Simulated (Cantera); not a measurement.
Input: 1 mol MgO, 3.8 mol SO₃, 5.4 mol N₂, held at 1475 K.

These are equilibrium values from Cantera (NASA tables, ideal gas, pure condensed phases), not measurements of a reactor. Candidate condensed phases: Mg, MgO, MgS, MgSO₄, S; 22 gas species. The numbers say what is thermodynamically allowed, not how fast it happens.

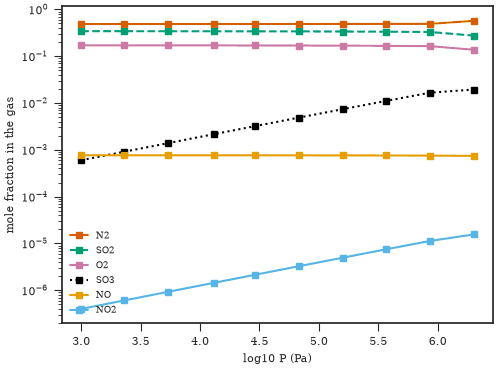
Figure. Equilibrium gas composition (values under 1e-9 drawn at 1e-9)

From 0.0100 bar to 8.60 bar the condensed part is MgO(s). At 20.0 bar the condensed part is MgSO₄(l).
